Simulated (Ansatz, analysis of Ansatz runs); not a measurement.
**Moving an added hole between Cr sites in Na3CrF6 (P2_1/c)**

Aim: the energy barrier that a trapped hole meets when it moves from one Cr atom to another one nearby in Na3CrF6 (P2_1/c). The model is a cell of 80 host atoms.

Calculated with Ansatz 0.2.0; plane-wave PAW DFT, PBEsol+U; relaxation of all atoms of a supercell at fixed charge in a uniform background; PAW set soft_1.

### 1. Starting point

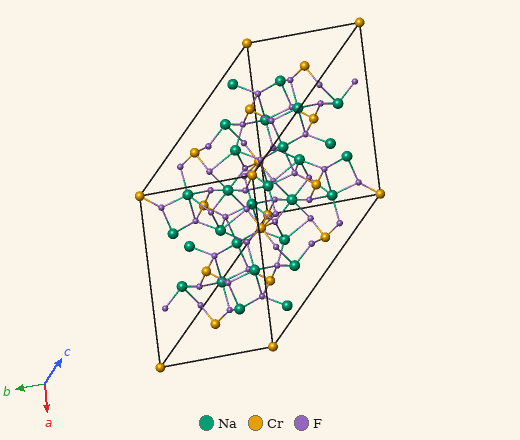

Start, viewed from a free direction; sodium teal, chromium orange, fluorine purple. Bonds to atoms that aren't drawn are left out. Some periodic images of atoms are drawn too.

The cell holds 80 atoms: 24 Na, 8 Cr and 48 F. Cell: a = 14.626 Å, b = 9.765 Å, c = 14.626 Å, α = 131.5°, β = 133.9°, γ = 78.2°. It derives from Na3CrF6 (space group P2_1/c). Nearest the centre at fractional (0.500, 0.500, 0.500): F60 at 1.61 Å, F49 at 1.61 Å, Na9 at 1.96 Å, Na4 at 1.96 Å, F34 at 2.47 Å, F43 at 2.47 Å, Cr28 at 2.74 Å, Cr27 at 2.74 Å.

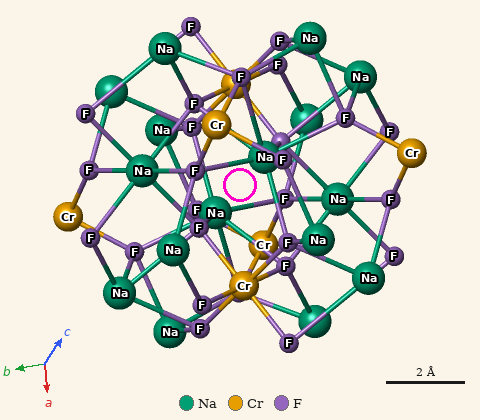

The atoms within 5 Å of the centre. A ring marks the centre wherever it is empty.

Hubbard terms: Cr d 5.0 eV. They were chosen, not fitted, to curb self-interaction in the shells named, the trial site's among them. The two sites are Cr28 and Cr27. The cell's shortest repeat is 9.8 Å. The host's moments were started antiferromagnetic in the unit cell, high spin; both sites carry the same spin direction.

### 2. The cell without the carrier

The neutral cell is relaxed first, from small random displacements, so that bond lengths and moments with the carrier can be set beside those of a relaxed cell without it.

Input file neutral.relax/input.yaml:

```yaml
crystal:
  lattice:
    - [-10.88061089, 5.72153369, 7.92366829]
    - [0.07475951, -5.72153368, 7.91327245]
    - [10.88061089, 5.72153368, -7.92366828]
  atoms:
    - { symbol: Na, position: [0.150905, 0.234627, 0.641883] }
    - { symbol: Na, position: [0.150905, 0.734627, 0.141883] }
    - { symbol: Na, position: [0.650905, 0.234627, 0.141883] }
    - { symbol: Na, position: [0.650905, 0.734627, 0.641883] }
    - { symbol: Na, position: [0.407256, 0.015373, 0.666278] }
    - { symbol: Na, position: [0.407256, 0.515373, 0.166278] }
    - { symbol: Na, position: [0.907256, 0.015373, 0.166278] }
    - { symbol: Na, position: [0.907256, 0.515373, 0.666278] }
    - { symbol: Na, position: [0.349095, 0.265373, 0.358117] }
    - { symbol: Na, position: [0.349095, 0.765373, 0.858117] }
    - { symbol: Na, position: [0.849095, 0.265373, 0.858117] }
    - { symbol: Na, position: [0.849095, 0.765373, 0.358117] }
    - { symbol: Na, position: [0.092744, 0.484627, 0.333722] }
    - { symbol: Na, position: [0.092744, 0.984627, 0.833722] }
    - { symbol: Na, position: [0.592744, 0.484627, 0.833722] }
    - { symbol: Na, position: [0.592744, 0.984627, 0.333722] }
    - { symbol: Na, position: [0.25, 0.25, 0.5] }
    - { symbol: Na, position: [0.25, 0.75, 0.0] }
    - { symbol: Na, position: [0.75, 0.25, 0.0] }
    - { symbol: Na, position: [0.75, 0.75, 0.5] }
    - { symbol: Na, position: [0.25, 0.0, 0.75] }
    - { symbol: Na, position: [0.25, 0.5, 0.25] }
    - { symbol: Na, position: [0.75, 0.0, 0.25] }
    - { symbol: Na, position: [0.75, 0.5, 0.75] }
    - { symbol: Cr, position: [0.0, 0.25, 0.75], spin: 3.0 }
    - { symbol: Cr, position: [0.0, 0.75, 0.25], spin: 3.0 }
    - { symbol: Cr, position: [0.5, 0.25, 0.25], spin: 3.0 }
    - { symbol: Cr, position: [0.5, 0.75, 0.75], spin: 3.0 }
    - { symbol: Cr, position: [0.0, 0.0, 0.0], spin: -3.0 }
    - { symbol: Cr, position: [0.0, 0.5, 0.5], spin: -3.0 }
    - { symbol: Cr, position: [0.5, 0.0, 0.5], spin: -3.0 }
    - { symbol: Cr, position: [0.5, 0.5, 0.0], spin: -3.0 }
    - { symbol: F, position: [0.324788, 0.092069, 0.990472] }
    - { symbol: F, position: [0.324788, 0.592069, 0.490472] }
    - { symbol: F, position: [0.824788, 0.092069, 0.490472] }
    - { symbol: F, position: [0.824788, 0.592069, 0.990472] }
    - { symbol: F, position: [0.398402, 0.157931, 0.482719] }
    - { symbol: F, position: [0.398402, 0.657931, 0.982719] }
    - { symbol: F, position: [0.898402, 0.157931, 0.982719] }
    - { symbol: F, position: [0.898402, 0.657931, 0.482719] }
    - { symbol: F, position: [0.175212, 0.407931, 0.009528] }
    - { symbol: F, position: [0.175212, 0.907931, 0.509528] }
    - { symbol: F, position: [0.675212, 0.407931, 0.509528] }
    - { symbol: F, position: [0.675212, 0.907931, 0.009528] }
    - { symbol: F, position: [0.101598, 0.342069, 0.517281] }
    - { symbol: F, position: [0.101598, 0.842069, 0.017281] }
    - { symbol: F, position: [0.601598, 0.342069, 0.017281] }
    - { symbol: F, position: [0.601598, 0.842069, 0.517281] }
    - { symbol: F, position: [0.436783, 0.44483, 0.329397] }
    - { symbol: F, position: [0.436783, 0.94483, 0.829397] }
    - { symbol: F, position: [0.936783, 0.44483, 0.829397] }
    - { symbol: F, position: [0.936783, 0.94483, 0.329397] }
    - { symbol: F, position: [0.384567, 0.30517, 0.741953] }
    - { symbol: F, position: [0.384567, 0.80517, 0.241953] }
    - { symbol: F, position: [0.884567, 0.30517, 0.241953] }
    - { symbol: F, position: [0.884567, 0.80517, 0.741953] }
    - { symbol: F, position: [0.063217, 0.05517, 0.670603] }
    - { symbol: F, position: [0.063217, 0.55517, 0.170603] }
    - { symbol: F, position: [0.563217, 0.05517, 0.170603] }
    - { symbol: F, position: [0.563217, 0.55517, 0.670603] }
    - { symbol: F, position: [0.115433, 0.19483, 0.258047] }
    - { symbol: F, position: [0.115433, 0.69483, 0.758047] }
    - { symbol: F, position: [0.615433, 0.19483, 0.758047] }
    - { symbol: F, position: [0.615433, 0.69483, 0.258047] }
    - { symbol: F, position: [0.141975, 0.166152, 0.082568] }
    - { symbol: F, position: [0.141975, 0.666152, 0.582568] }
    - { symbol: F, position: [0.641975, 0.166152, 0.582568] }
    - { symbol: F, position: [0.641975, 0.666152, 0.082568] }
    - { symbol: F, position: [0.416416, 0.083848, 0.225823] }
    - { symbol: F, position: [0.416416, 0.583848, 0.725823] }
    - { symbol: F, position: [0.916416, 0.083848, 0.725823] }
    - { symbol: F, position: [0.916416, 0.583848, 0.225823] }
    - { symbol: F, position: [0.358025, 0.333848, 0.917432] }
    - { symbol: F, position: [0.358025, 0.833848, 0.417432] }
    - { symbol: F, position: [0.858025, 0.333848, 0.417432] }
    - { symbol: F, position: [0.858025, 0.833848, 0.917432] }
    - { symbol: F, position: [0.083584, 0.416152, 0.774177] }
    - { symbol: F, position: [0.083584, 0.916152, 0.274177] }
    - { symbol: F, position: [0.583584, 0.416152, 0.274177] }
    - { symbol: F, position: [0.583584, 0.916152, 0.774177] }
basis:
  ecutwfc: 420
  xc_grid: 2
hamiltonian:
  xc: pbesol
  hubbard:
    sites: [{ species: Cr, l: d, u_eff: 5.0 }]
    projectors: ortho-atomic
  pseudopotentials: { kind: paw, azcp: { folder: soft_1 }, xc_functional: pbe }
kpoints:
  mp_grid: { grid: [1, 1, 1] }
magnetization:
  spin_polarized: true
  initial_magnetization: 0
  spin_locking: { lock_magnetization: hard }
scf:
  occupations: { method: fermi_dirac, width: 0.01 }
  max_iter: 120
  lower_state_search: "off"
output:
  forces: true
relax:
  f_tol: 0.02
  max_steps: 70
  random_displacement: { amplitude: 0.04, seed: 9438 }
checkpoint:
  write: "../neutral.relax.run"
  compress: false
  write_wavefunctions: true
  write_every: 100000
```

Run with:

```console
$ ansatz run input.yaml --threads 8 --pin off --max-ram 17899MiB --backend cpu --events-out ev --progress --plain --runs-dir out
```

Numbers of over 12 decimals in the logs are rounded to 6 here.

Log:

```text
[... repeated set-up lines and file paths are left out, and long positions are rounded to six places ...]
Engine: ansatz 0.2.0, aarch64-unknown-linux-gnu
Pseudopotentials: kind: paw
Pseudopotential: Na, paw, valence charge 9, recommended cutoff 420 eV (normal), soft_1/Na.paw.azcp
Pseudopotential: Cr, paw, valence charge 14, recommended cutoff 420 eV (normal), soft_1/Cr.paw.azcp
Pseudopotential: F, paw, valence charge 7, recommended cutoff 420 eV (normal), soft_1/F.paw.azcp
Functional definition: PBEsol
  exchange = pbesol_x
  correlation = pbesol_c
Crystal: 80 atoms, lattice volume = 992.041 Å³
Basis set: ecut = 420 eV, 19413 PW (Γ), exchange–correlation on 200×144×200 points (8 copies of the dense FFT grid, shifted against one another)
Bands: 412, of which v1, the nominal top of the filled ones, is band 332 counted from 1 (331 counted from 0)
Symmetry: 1 space group operations
k-points: 1
Non-local potential: Na, projectors of the file, l = 0: 3, l = 1: 2, l = 2: 1
Non-local potential: Cr, projectors of the file, l = 0: 3, l = 1: 2, l = 2: 3, l = 3: 1
Non-local potential: F, projectors of the file, l = 0: 2, l = 1: 2, l = 2: 1
PAW form: soft (Blöchl's): semilocal exchange-correlation on the pseudo side does not see the compensation charge
PAW frozen core: Na, regenerated for the run's functional, and the local potential with it (the file was generated under x = pbe(κ = 0.804, μ = 0.219515), c = pbe(β = 0.066725))
PAW frozen core: Cr, regenerated for the run's functional, and the local potential with it (the file was generated under x = pbe(κ = 0.804, μ = 0.219515), c = pbe(β = 0.066725))
[...]
atom  43  F      0.00068082    -0.00029884     0.00603348
  [... 5 atoms left out ...]
  atom  49  F     -0.01122176     0.00489844    -0.00062496
  [... 10 atoms left out ...]
  atom  60  F      0.00480130     0.00026773    -0.00239096
  [... 8 atoms left out ...]
  atom  69  F      0.00184121    -0.00591815     0.00237080
  [... 10 atoms left out ...]
  atom  80  F     -0.00203865    -0.00074743     0.00026892
  max |Σ_I F_I| component: 4.98e-5 eV/Å
--- Band table (eV) ---
  k-point 0 ↑: bands = ["-69.0587", "-69.0581", "-69.0546", "-69.0528", [... 404 left out ...] "15.0524", "15.2334", "15.2875", "15.2907"]
  k-point 0 ↓: bands = ["-69.0568", "-69.0546", "-69.0544", "-69.0537", [... 404 left out ...] "15.0525", "15.2348", "15.2864", "15.2906"]
Occupation matrices written to <dir>
--- Relaxed structure (4 steps of the walk, 4 accepted, 0 SCFs on fresh bases) ---
  F+E_penalty+E_count = -100701.65015029 eV   max|allowed force component| = 1.122e-2 eV/Å
  atoms:
    - { symbol: Na, position: [0.149755, 0.232657, 0.640493] }
    - { symbol: Na, position: [0.150299, 0.733829, 0.140874] }
    [... 1 atom left out ...]
    - { symbol: Na, position: [0.650728, 0.734409, 0.641295] }
[...]
- { symbol: Na, position: [0.348664, 0.264350, 0.356944] }
[...]
- { symbol: Cr, position: [0.499615, 0.249647, 0.249379] }
    - { symbol: Cr, position: [0.499512, 0.749390, 0.748984] }
[...]
- { symbol: F, position: [0.323955, 0.591807, 0.489398] }
[...]
- { symbol: F, position: [0.675207, 0.407158, 0.508989] }
    [... 5 atoms left out ...]
    - { symbol: F, position: [0.436447, 0.444595, 0.329531] }
    [... 10 atoms left out ...]
    - { symbol: F, position: [0.562528, 0.554113, 0.668975] }
    [... 8 atoms left out ...]
    - { symbol: F, position: [0.416382, 0.082596, 0.225088] }
    [... 10 atoms left out ...]
    - { symbol: F, position: [0.583286, 0.916007, 0.773448] }
[key lines of the parts left out:]
SCF converged after 6 iterations
Magnetization: 0.0000 μB (332.0000 up, 332.0000 down)
Free energy (F): -100701.650150 eV
Fermi energy:    4.678206 (↑ 4.677716, ↓ 4.678719) eV
```

Run time: 43 s. Hardware: 8 threads of Arm Neoverse V2, shared host; peak memory 2.8 GiB; 5.4 min of CPU time.

The largest displacement from an ideal site is 0.016 Å.

(Continued in part 2 of 3.)

[Logs are printed without paths, hosts, clocks, repeated set-up lines and the standing remarks that a program may print on its own settings, such as how far it seeks lower states.]

[Hosts, paths, dates, database ids (printed as entryN), source tags and the programs' standing remarks are cut or masked in the printed files.]
